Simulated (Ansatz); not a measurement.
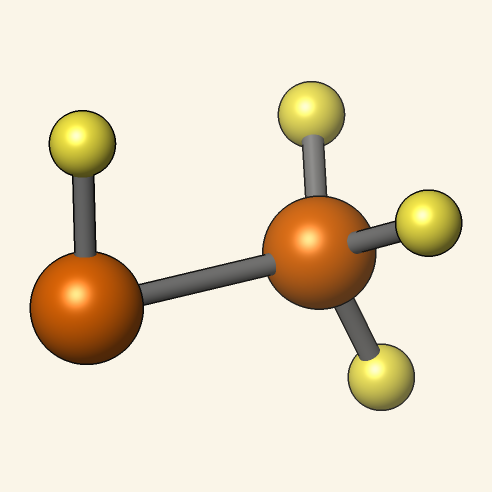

Rendered structure (ball-and-stick style). Colours: silicon orange, hydrogen yellow.

Identify the structure.

The molecule is Si2H4. Coordination: 1 Si bent; 1 Si tetrahedral.

More results for the same structure follow; atom numbers are the same in all pictures, views and colours differ. Computed geometry: PBE0-D4/def2-TZVP optimisation.

Geometry

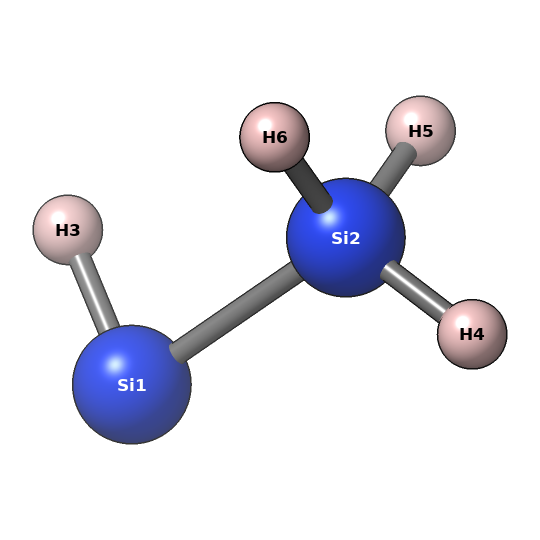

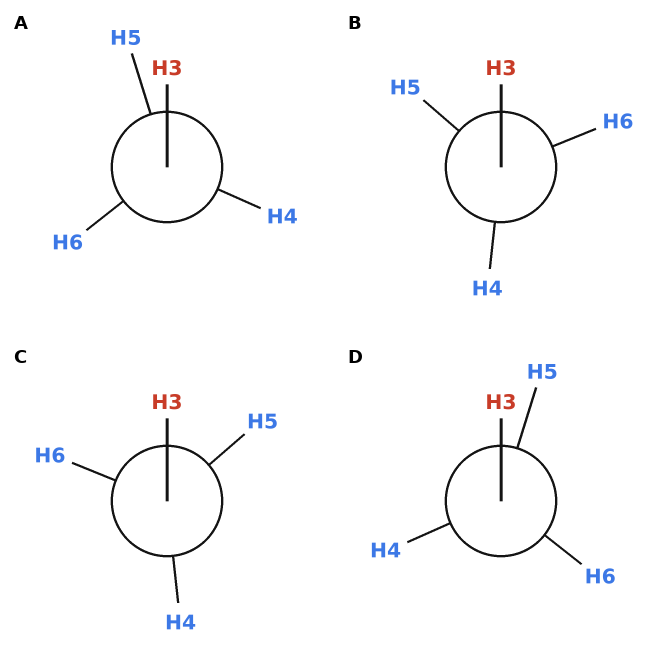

Distant atoms are faded towards the background colour. Bonds that would overlap in a projection are set slightly apart.

Which Newman projection shows the view along Si1–Si2, with Si1 in front?

B. The torsion angle H3–Si1–Si2–H4 is −174°, antiperiplanar (anti).

Charges

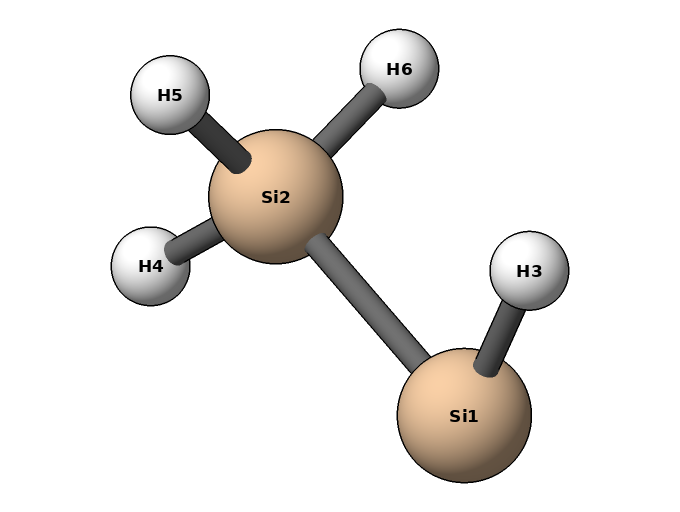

The questions are on Mulliken charges. Level of theory: RKS PBE0-D4/def2-TZVP (Ansatz 0.2.0).

Which atom carries the highest charge (most positive or least negative)?

Si1 (0.04 e).

And the lowest?

H4 (−0.02 e).

Give the Mulliken charges atom by atom.

```csv
atom,value (e)
Si1,0.04
Si2,0.00
H3,0.00
H4,−0.02
H5,−0.01
H6,−0.01
```

Vibrations

Harmonic vibrations computed with RKS PBE0-D4/def2-TZVP (Ansatz 0.2.0) at a stationary point of the same level.

List the wavenumbers.

12 modes: 64, 337, 399, 427, 706, 849, 917, 945, 2041, 2172, 2197, 2216 cm⁻¹.

Electronic properties

Method: RKS PBE0-D4/def2-TZVPP (Ansatz 0.2.0).

Computed properties:

- HOMO energy (Kohn–Sham orbital): −6.66 eV
- LUMO energy (Kohn–Sham orbital): −3.37 eV
- HOMO–LUMO gap: 3.30 eV

Mulliken values depend strongly on the basis set and can even reverse the polarity of a bond.
